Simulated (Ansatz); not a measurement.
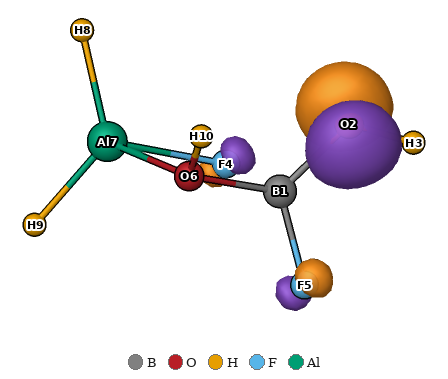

*AlBF2H4O2. The HOMO−1 at ±0.3 Å⁻³ᐟ² (orange and purple are the two phases), seen at a tilt.*

These are results of Ansatz 0.2.0, RKS CAM-B3LYP/def2-SVP, not measurements.

```tsv
atom	x (Å)	y (Å)	z (Å)
B	-0.3083	0.3958	0.6352
O	-0.5021	-0.8548	1.1551
H	-0.6269	-1.5284	0.4776
F	1.2779	0.7513	0.5524
F	-0.7704	0.7024	-0.5880
O	-0.5591	1.4555	1.6649
Al	1.2222	2.0961	1.7823
H	1.8346	1.6759	3.1709
H	1.4115	3.4869	1.0790
H	-1.0776	1.1135	2.4054
```

> Describe this orbital and give its energy.

It lies mainly on O2 (about 75 %) and F5 (about 5 %); largely a lone pair of O2. Its energy is −11.04 eV.
